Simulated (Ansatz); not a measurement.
# AlH (SMILES [AlH]): MP2/3-21G

Aim: the vertical ionisation energy of AlH at MP2/3-21G, from 2 runs. 

The results are computed with Ansatz 0.2.0.

45 further runs of the same task are left out: 45 set aside as unsound or not needed.

## (1) The structure to begin with

The species is AlH (2 atoms), meant as a singlet with charge 0. As SMILES, `[AlH]`. Geometry: relaxed at PBE0-D4/def2-TZVP.

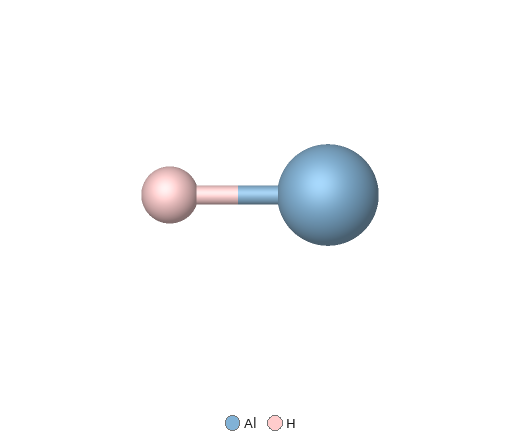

The structure, seen from a chosen angle (aluminium light blue, hydrogen pink).

## (2) A single-point energy at MP2/3-21G

in.yaml

```yaml
crystal:
  periodic: [false, false, false]
  atoms:
    - {symbol: Al, position_ang: [-0.000000, 0.000000, -0.025640]}
    - {symbol: H, position_ang: [0.000000, -0.000000, 1.639110]}
basis:
  gaussian:
    orbitals: 3-21G.json
correlation:
  method: mp2
  frozen_orbitals: {Al: 5, H: 0}
accuracy: high
```

The basis set 3-21G is read from a file made from the Basis Set Exchange's data (not shown).

Started as:

```bash
$ ansatz run in.yaml --threads 1 --pin off --max-ram 3480MiB --events-out events.jsonl --progress --plain --runs-dir runs
```

Output:

```text
Warning: RAYON_NUM_THREADS=1 ignored (pool sized by the plan → 1); use --threads N
Functional definition: HF
  name "HF"
  exchange = exact_x
  correlation = 0
280 factors; integrals over basis functions are off by at most 2.6e-9 eV
mean field evaluation 1: about -6561.0731 eV, gradient 5.2e0 eV
mean field evaluation 2: about -6561.0735 eV, gradient 5.1e0 eV
mean field evaluation 4: about -6561.2780 eV, gradient 2.6e-1 eV
mean field evaluation 8: about -6561.2783 eV, gradient 8.9e-9 eV
mean field -6561.27830308 eV, -241.1225302441 hartree, gradient 5.4e-8 eV, S^2 0.000000; 0 other end points of the search recorded, 0 dependent functions left out; unrestricted orbitals would lower it
mean field evaluation 16: about -6561.2689 eV, gradient 1.5e-1 eV
5 core orbitals not correlated: weight in the atoms' cores, before any rotation towards them, 1.000 or more for the frozen orbitals, at most 0.000 for the correlated occupied ones
reference -6561.27830308 eV, -241.1225302441 hartree; 2, 2 occupied and 8, 8 virtual orbitals, 280 factors
second order -0.79410244 eV of doubles, -0.00000000 eV of singles
Total energy: -6562.07240552 eV, -241.1517129704 hartree
```

Run time: 0.08 s. Hardware: 1 thread of Arm Neoverse V2, shared host.

## (3) The doublet cation, same level

in.yaml

```yaml
crystal:
  periodic: [false, false, false]
  atoms:
    - {symbol: Al, position_ang: [-0.000000, 0.000000, -0.025640]}
    - {symbol: H, position_ang: [0.000000, -0.000000, 1.639110]}
basis:
  gaussian: {orbitals: 3-21G.json}
total_charge: 1
magnetization: {spin_polarized: true, initial_magnetization: 1}
correlation: {method: mp2, frozen_orbitals: {Al: 5, H: 0}}
accuracy: high
```

The basis set 3-21G is read from a file made from the Basis Set Exchange's data (not shown).

Started as:

```bash
$ ansatz run in.yaml --threads 1 --pin off --max-ram 3480MiB --events-out events.jsonl --progress --plain --runs-dir runs
```

Output:

```text
Warning: RAYON_NUM_THREADS=1 ignored (pool sized by the plan → 1); use --threads N
[... 4 set-up lines as earlier in the session ...]
280 factors; integrals over basis functions are off by at most 2.6e-9 eV
mean field evaluation 1: about -6553.6276 eV, gradient 5.2e0 eV
mean field evaluation 2: about -6553.6283 eV, gradient 5.2e0 eV
mean field evaluation 4: about -6554.1335 eV, gradient 5.8e-1 eV
mean field evaluation 8: about -6554.1415 eV, gradient 5.5e-4 eV
mean field -6554.14154873 eV, -240.8602593590 hartree, gradient 1.8e-8 eV, S^2 0.785390; 0 other end points of the search recorded, 0 dependent functions left out
5 core orbitals not correlated: weight in the atoms' cores, before any rotation towards them, 1.000 or more for the frozen orbitals, at most 0.000 for the correlated occupied ones
reference -6554.14154873 eV, -240.8602593590 hartree; 2, 1 occupied and 8, 9 virtual orbitals, 280 factors
second order -0.48144230 eV of doubles, -0.00000000 eV of singles
Total energy: -6554.62299103 eV, -240.8779520374 hartree
```

Wall time 0.08 s (1 thread of Arm Neoverse V2, shared host).

## (4) Outcome

At MP2/3-21G, 5 core orbitals frozen:

| quantity | value |
| --- | --- |
| singlet AlH: total energy | -241.15171 Eh |
| singlet AlH: correlation energy (5 core orbitals frozen) | -29.2 mEh |
| doublet cation: total energy | -240.87795 Eh |
| doublet cation: correlation energy (5 core orbitals frozen) | -17.7 mEh |
| doublet cation: ⟨S²⟩ of the reference determinant | 0.785 |
| vertical ionisation energy (to the doublet cation) | 7.449 eV |

What this shows: The vertical ionisation energy comes to 7.45 eV (719 kJ/mol). The restricted solution (singlet AlH) is unstable to spin breaking: an unrestricted one lies lower.
